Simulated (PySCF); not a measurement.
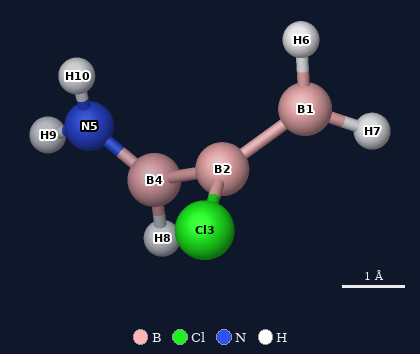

*The structure as given in the input (ball-and-stick view, seen at a tilt; atoms are numbered from 1 in the order of the input).*

# B₃NH₅Cl: core-level calculation

The run: core-level calculation of B₃NH₅Cl, SMILES BB(Cl)BN. Method and program: delta-SCF UKS SCAN, pcX-1 on the ionised atom, pcseg-1 elsewhere, spin-free X2C (PySCF 2.14.0).

Figures and captions count atoms from 1; the log counts them from 0 in places.

Log:
```
ground state, core basis on atom 0 (B), 109 functions
  cycle   1  E = -593.72676045  |g| = 3.82e-01
  cycle   2  E = -593.71128822  |g| = 4.78e-01
  cycle   3  E = -593.76373789  |g| = 1.04e-01
  cycle   4  E = -593.76678646  |g| = 1.45e-02
  cycle   5  E = -593.76683469  |g| = 6.59e-03
  cycle   6  E = -593.76685119  |g| = 2.15e-03
  cycle   7  E = -593.76685074  |g| = 7.86e-04
  cycle   8  E = -593.76685237  |g| = 1.84e-04
  E(ground) = -593.77963911 Eh
hole in B 1s of atom 0
  cycle   1  E = -586.15890222  |g| = 1.14e+00
  cycle   2  E = -584.01815691  |g| = 1.93e+00
[... 13 cycles left out ...]
  E(ion) = -586.58739085 Eh   <S^2> = 1.2127   hole on atom = 1.000   binding energy = 195.711 eV
ground state, core basis on atom 1 (B), 109 functions
[... 5 cycles left out ...]
  E(ground) = -593.77955368 Eh
hole in B 1s of atom 1
[... 11 cycles left out ...]
  E(ion) = -586.57256235 Eh   <S^2> = 0.7878   hole on atom = 1.000   binding energy = 196.112 eV
ground state, core basis on atom 2 (Cl), 121 functions
[... 6 cycles left out ...]
  E(ground) = -593.94514048 Eh
hole in Cl 1s of atom 2
[... 10 cycles left out ...]
  E(ion) = -489.99971983 Eh   <S^2> = 0.7523   hole on atom = 1.000   binding energy = 2828.499 eV
hole in Cl 2p of atom 2
[... 9 cycles left out ...]
  E(ion) = -586.35292294 Eh   <S^2> = 0.7516   hole on atom = 1.001   binding energy = 206.595 eV
  2p3/2 = 206.004 eV   2p1/2 = 207.646 eV
ground state, core basis on atom 3 (B), 109 functions
[... 5 cycles left out ...]
  E(ground) = -593.78026985 Eh
hole in B 1s of atom 3
[... 13 cycles left out ...]
  E(ion) = -586.59924654 Eh   <S^2> = 0.8203   hole on atom = 1.000   binding energy = 195.406 eV
ground state, core basis on atom 4 (N), 109 functions
[... 5 cycles left out ...]
  E(ground) = -593.77849499 Eh
hole in N 1s of atom 4
  cycle   1  E = -578.17228695  |g| = 1.85e+00
  cycle   2  E = -576.07183006  |g| = 2.33e+00
  cycle   3  E = -578.60559635  |g| = 6.47e-01
  cycle   4  E = -578.83493234  |g| = 2.08e-01
  cycle   5  E = -578.85296056  |g| = 1.32e-01
  cycle   6  E = -578.86413579  |g| = 3.51e-02
  cycle   7  E = -578.86494534  |g| = 9.53e-03
  cycle   8  E = -578.86500293  |g| = 2.06e-03
  cycle   9  E = -578.86500681  |g| = 7.60e-04
  cycle  10  E = -578.86500623  |g| = 2.45e-04
  E(ion) = -578.87277701 Eh   <S^2> = 0.7637   hole on atom = 1.000   binding energy = 405.605 eV
```

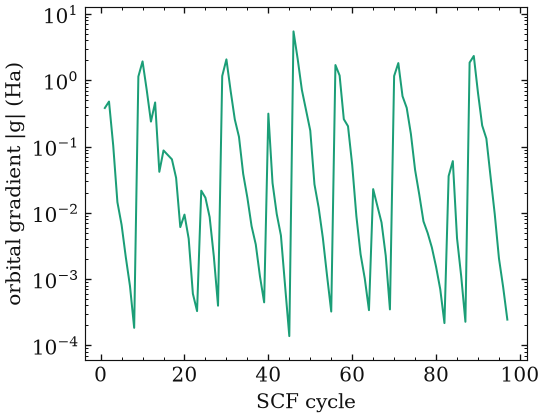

*Convergence of the self-consistent field: orbital gradient |g| against the SCF cycle.*

All cycles printed in the log are drawn one after another.

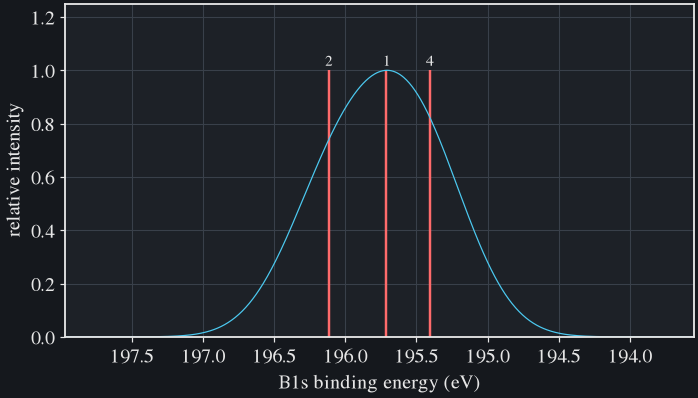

*B1s binding energies by ΔSCF of the atoms computed, labelled by atom number, with a Gaussian envelope of 0.8 eV full width.*

They run from 195.41 eV (atom 4) to 196.11 eV (atom 2).

The run was set up as follows.

The input:
```
{"job": {"kind": "xps", "basis": "pcX-1"}, "charge": 0, "multiplicity": 1}
B      1.970427     0.507575     1.040442
B      0.335056     0.582933     1.326597
Cl    -0.127885     0.950171     3.007205
B     -0.925416     0.328801     0.218725
N     -1.392334     1.296767    -0.664301
H      2.593720     1.500512     0.729219
H      2.600110    -0.524239     1.118751
H     -1.467945    -0.759099     0.191506
H     -2.171848     1.138884    -1.290517
H     -1.019846     2.235971    -0.722342
```

The first line tells a small driver script what to run in PySCF; the rest is the geometry in Å.

Run as:
```bash
OMP_NUM_THREADS=1 python <driver script> task.json out
```

Summary:

- outcome: converged
- hardware: 1 CPU thread, shared host
- wall time: 33 s
- peak memory: 0.53 GiB

Notes:

The core-hole state is spin-contaminated.
